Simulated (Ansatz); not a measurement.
B4Pb5O11: several calculations on one system

Part 1: Relaxation

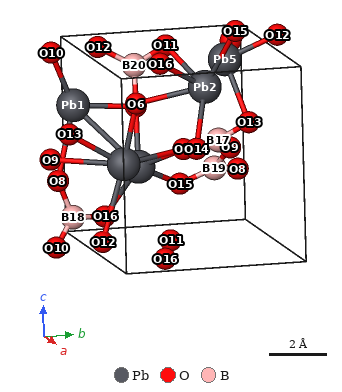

Starting structure of an amorphous cell of composition B$_{4}$Pb$_{5}$O$_{11}$ (coarse preliminary run). A ball-and-stick model of the cell of the calculation (origin shifted), seen slightly off an axis.

Case: the quenched liquid.

All numbers below come from Ansatz 0.2.0, DFT PBE, scalar-relativistic, plane waves, PAW.

Input
```yaml
crystal:
  lattice:
    - [6.960996, -0.170274, -0.299495]
    - [-0.170274, 6.796911, -0.046441]
    - [-0.299495, -0.046441, 6.971227]
  atoms:
    - { symbol: Pb, position: [0.6182964231, 0.1867259514, 0.1783221002] }
    - { symbol: Pb, position: [0.4585408087, 0.642495052, 0.4264186663] }
    - { symbol: Pb, position: [0.1663272537, 0.2775059252, 0.9893033757] }
    - { symbol: Pb, position: [0.7888067531, 0.4839895982, 0.8814591931] }
    - { symbol: Pb, position: [0.0139967493, 0.9050990963, 0.454484038] }
    - { symbol: O, position: [0.259741727, 0.3247528198, 0.3177159916] }
    - { symbol: O, position: [0.0820935829, 0.639234781, 0.0257587162] }
    - { symbol: O, position: [0.6314934483, 0.0875438299, 0.7997121609] }
    - { symbol: O, position: [0.9088362841, 0.9569683404, 0.9770339835] }
    - { symbol: O, position: [0.6822630107, 0.0507877922, 0.4709176582] }
    - { symbol: O, position: [0.1664646569, 0.5272135974, 0.5832008] }
    - { symbol: O, position: [0.1422505582, 0.1578613021, 0.5927276918] }
    - { symbol: O, position: [0.1868952496, 0.9718105252, 0.1653318192] }
    - { symbol: O, position: [0.669969251, 0.5172433455, 0.1623892282] }
    - { symbol: O, position: [0.6847453316, 0.7455060106, 0.7557465598] }
    - { symbol: O, position: [0.576824141, 0.3586026229, 0.5884003358] }
    - { symbol: B, position: [0.071387939, 0.8387661786, 0.0577290523] }
    - { symbol: B, position: [0.6246081471, 0.1662326329, 0.6068736363] }
    - { symbol: B, position: [0.747577686, 0.9193043497, 0.8392891747] }
    - { symbol: B, position: [0.1878590691, 0.3414614438, 0.4973509417] }
  symmetry: { detect: false }
basis:
  ecutwfc: 420
kpoints:
  mp_grid: { grid: [1, 1, 1], shift: [0.25, 0.25, 0.25] }
hamiltonian:
  xc: pbe
scf:
  occupations: { method: gaussian, width: 0.1 }
  lower_state_search: "off"
output:
  forces: true
  stress: true
  eigenvalues: true
relax:
  adjacent_minimum: "off"
  f_tol: 0.04
  max_steps: 70
  cell: { stress_tol: 0.3 }
```

Run as
```bash
ansatz run input.yaml --threads 2 --pin off --max-ram 5120MiB --backend cpu --events-out ev --progress --plain --runs-dir out
```

Question: Where does the relaxation end?

Answer: The largest moves relative to the cell, 1.66 Å, are those of O7 and O14. O7 goes along [1 3 −2]. Largest moves by element: O 1.66 Å, Pb 1.59 Å, B 0.48 Å. Cell: a 6.970 → 7.730 Å (+10.9 %), b 6.799 → 6.925 Å (+1.9 %), c 6.978 → 6.827 Å (−2.2 %), α 90.7° → 92.6°, β 94.9° → 106.0°, γ 92.8° → 90.3°. Volume +6.6 %. Among the contacts that change: Pb3–O13 2.431 → 5.093 Å, Pb3–O9 2.750 → 4.991 Å, Pb4–O7 2.391 → 4.061 Å, Pb5–O7 4.396 → 2.730 Å. New bonds form: Pb1–O6 (2.95 → 2.30 Å), Pb3–O11 (3.32 → 2.29 Å), Pb3–O14 (3.89 → 2.27 Å). Bonds break: Pb3–O13 (2.43 → 5.09 Å), Pb3–O6 (2.34 → 3.11 Å), Pb4–O7 (2.39 → 4.06 Å). Among the angles between lasting bonds that change: Pb3–O7–B17 169.6° → 105.6°, Pb1–O14–Pb4 90.5° → 115.7°, O14–Pb4–O16 120.9° → 98.2°. After 38 accepted moves (48 points after the start) the energy has fallen by 4.149 eV per cell of the calculation. The largest force component goes from 2.5 to 0.037 eV/Å. The pressure goes from 1.53 to 0.00 GPa. The line search rejected the trial steps at points 21, 30, 32, 34, 35, 41, 46 of the run. The SCF was repeated 3 times at an unchanged geometry on a basis and grid sized afresh for the cell, which shifted the energy by 0.164 eV per cell of the calculation at most. The run took 3.3 min on 2 threads of Arm Neoverse V1, with other jobs on the host, peak memory 0.52 GiB.

The structure at the end:

```
Pb O B
1.0
     7.66649   -0.02064   -0.98609
    -0.03809    6.92363   -0.14734
    -1.03131   -0.17649    6.74628
Pb O B
5 11 4
Direct
  0.43523 0.09545 0.15899
  0.47481 0.60310 0.42106
  0.17876 0.46744 0.87242
  0.72764 0.47872 0.97224
  0.01598 0.90445 0.49364
  0.27713 0.30845 0.30796
  0.13268 0.81554 0.89371
  0.76129 0.09032 0.81071
  0.90023 0.87929 0.06501
  0.67970 0.06938 0.44232
  0.24444 0.52134 0.57186
  0.13316 0.20192 0.56925
  0.20180 0.85422 0.26237
  0.47136 0.42052 0.04363
  0.64104 0.76297 0.80105
  0.64465 0.36360 0.63632
  0.08387 0.85070 0.07007
  0.68859 0.17285 0.61904
  0.76251 0.90518 0.88121
  0.21411 0.33367 0.47730
```

The end point in the same view:

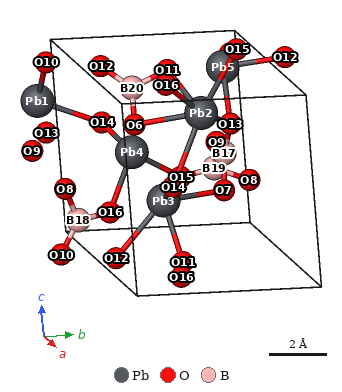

Limits of the set-up: the periodic images lie only 6.8 Å apart, so the values are limited by the cell's size.

Part 2: Dynamics

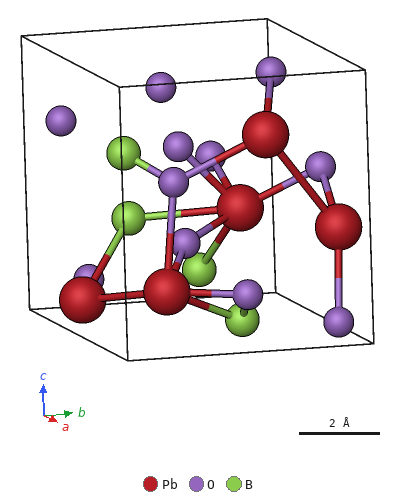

Starting frame of a dynamics run of an amorphous cell of composition B$_{4}$Pb$_{5}$O$_{11}$ (20 atoms in the cell). Style: ball-and-stick. Shown: the simulation cell, slightly off an axis. Bonds to atoms that aren't drawn are left out.

Theory: DFT PBE, scalar-relativistic, plane waves, PAW in Ansatz.

Input file:
```yaml
crystal:
  lattice:
    - [6.960996, -0.170274, -0.299495]
    - [-0.170274, 6.796911, -0.046441]
    - [-0.299495, -0.046441, 6.971227]
  atoms:
    - { symbol: Pb, position: [0.7477216797, 0.2605453005, 0.185386619] }
    - { symbol: Pb, position: [0.4073025514, 0.7020376706, 0.4008069717] }
    - { symbol: Pb, position: [0.3915349343, 0.0576043817, 0.1015143326] }
    - { symbol: Pb, position: [0.8898957024, 0.6247719346, 0.7634524613] }
    - { symbol: Pb, position: [0.8527900601, 0.9237157459, 0.4003637338] }
    - { symbol: O, position: [0.5399557696, 0.4219226633, 0.3133397189] }
    - { symbol: O, position: [0.1078154117, 0.1963220667, 0.1148495375] }
    - { symbol: O, position: [0.5911778873, 0.3228836819, 0.8989423342] }
    - { symbol: O, position: [0.9298510208, 0.8823945365, 0.0698949265] }
    - { symbol: O, position: [0.5999999627, 0.9571770349, 0.5713311266] }
    - { symbol: O, position: [0.3883870617, 0.4655644702, 0.6353275273] }
    - { symbol: O, position: [0.1758885615, 0.0763020323, 0.7140516088] }
    - { symbol: O, position: [0.0742096174, 0.7189110206, 0.5264082737] }
    - { symbol: O, position: [0.8512411827, 0.5477634874, 0.1761553565] }
    - { symbol: O, position: [0.6009884957, 0.7676385897, 0.929132913] }
    - { symbol: O, position: [0.7490975158, 0.3010179751, 0.5829000219] }
    - { symbol: B, position: [0.0565324942, 0.665480523, 0.1111005053] }
    - { symbol: B, position: [0.5793636225, 0.1682427591, 0.6657560446] }
    - { symbol: B, position: [0.6522499319, 0.6004103157, 0.0443278747] }
    - { symbol: B, position: [0.2098845644, 0.3255739081, 0.3486970602] }
  symmetry: { detect: false }
basis:
  ecutwfc: 320
  xc_grid: 1
kpoints:
  mp_grid: { grid: [1, 1, 1], shift: [0.0, 0.0, 0.0] }
hamiltonian:
  xc: pbe
scf:
  occupations: { method: fermi_dirac, width: 0.293 }
  lower_state_search: "off"
  convergence: { dr2_threshold: 1.0e-05 }
output:
  forces: true
  stress: true
md:
  timestep: 1.5
  n_steps: 24
  ensemble: nvt_langevin
  friction: 0.03
  temperature: 3400.0
  initial_velocities: maxwell_boltzmann
  seed: 75161
```

Command:
```bash
ansatz run input.yaml --threads 2 --pin off --max-ram 5120MiB --backend cpu --events-out ev --progress --plain --runs-dir out
```

Question: Predict how the run goes.

Answer: The mean temperature in the second half is 5390 K (standard deviation 878 K). That is above the set 3400 K, because the structure releases potential energy faster than the thermostat removes it. The potential energy in the second half lies on average 503 meV per atom below the first frame. The mean pressure there is 7.7 GPa. Root-mean-square distances from the starting positions over the second half, with the common drift of all atoms taken out: B 0.94 Å, O 0.61 Å, Pb 0.18 Å. The run lasts only 36 fs, too short to tell vibration from diffusion. Bond changes: 3 B–O bonds form between 15 fs and 30 fs.

Along the run:

```
time (fs)  potential energy (meV/atom)  T (K)  p (GPa)
      0.0                          0.0   3230     -1.2
      3.0                         -4.4   2833     -1.4
      6.0                        -77.7   3941      0.4
      9.0                       -166.8   4827      2.7
     12.0                       -275.5   5266      4.2
     15.0                       -357.5   6866      7.1
     18.0                       -454.9   6930      9.2
     21.0                       -503.2   6302     11.7
     24.0                       -454.5   5309     12.7
     27.0                       -529.8   5361      8.7
     30.0                       -532.2   5303      5.8
     33.0                       -511.6   4626      3.3
     36.0                       -515.4   3900      1.0
```

The paths of the atoms:

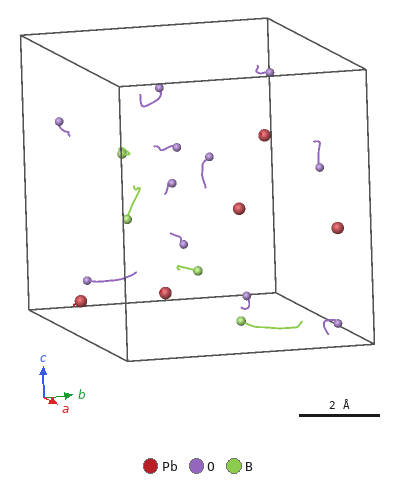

Limits of the set-up: the cutoff lies below the recommended one; the periodic images lie only 6.8 Å apart, so the values are limited by the cell's size.

Cost: 27 s on 2 threads of Arm Neoverse V1 (shared host), peak memory 0.38 GiB.

Part 3: Dynamics

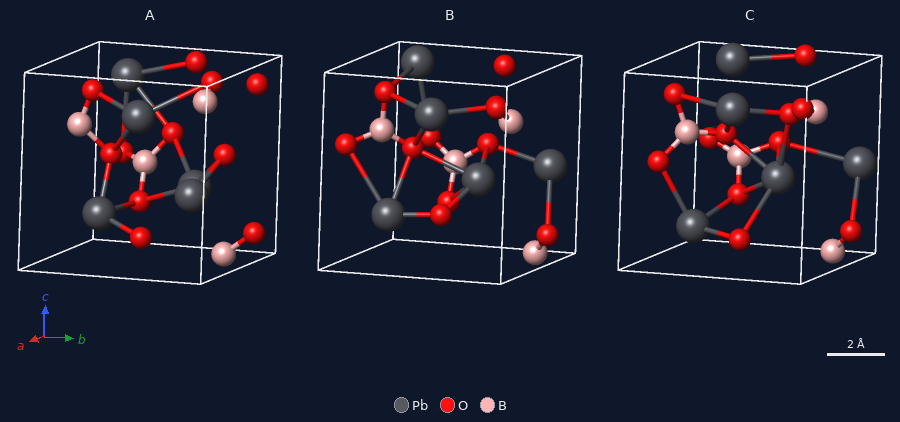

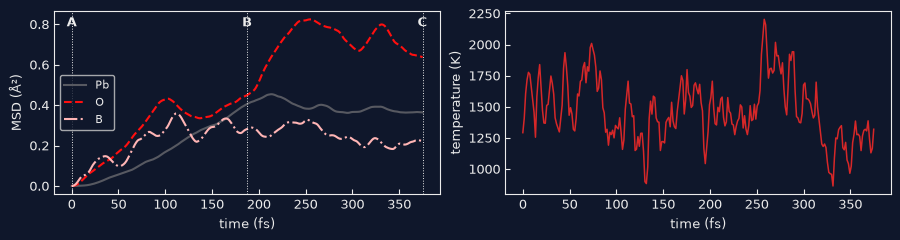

Molecular dynamics of an amorphous cell of composition B4Pb5O11 (20 atoms in the cell), 375 fs long. It starts from the last geometry of an earlier run, with fresh velocities. Frames (A at 0 fs, B at 188 fs, C at 375 fs) and the history of the run. A ball-and-stick model of the simulation cell, seen slightly off an axis. Atoms that leave the cell re-enter on the other side. Bonds to atoms that aren't drawn are left out.

Computed with DFT PBE, scalar-relativistic, plane waves, PAW in Ansatz. Run with plane-wave cutoff 420 eV; k-point mesh 1 × 1 × 1; Fermi-Dirac smearing 0.117 eV; set temperature 1360 K; time step 1.5 fs.

Question: What happens in this trajectory?

Answer: Over the second half the temperature averages 1447 K (spread ±267 K). The potential energy is still drifting at the end, so the run hasn't reached equilibrium. The potential energy in the second half lies on average 215 meV per atom below the first frame. The mean pressure there is 2.1 GPa. Root-mean-square distances from the starting positions over the second half, with the common drift of all atoms taken out: O 0.84 Å, Pb 0.63 Å, B 0.50 Å. Against the typical shortest distance between atoms in the first frame, about 1.5 Å these are large excursions, but over 375 fs one can't yet tell strong vibration from the start of diffusion. 1 of the 20 free atoms end more than three quarters of that spacing from the start. Bond changes: one B–O bond forms at about 18 fs; one B–O contact opens and closes in turn; one B–O bond breaks at about 297 fs.

Limits of the set-up: the periodic images lie only 6.8 Å apart, so the values are limited by the cell's size.
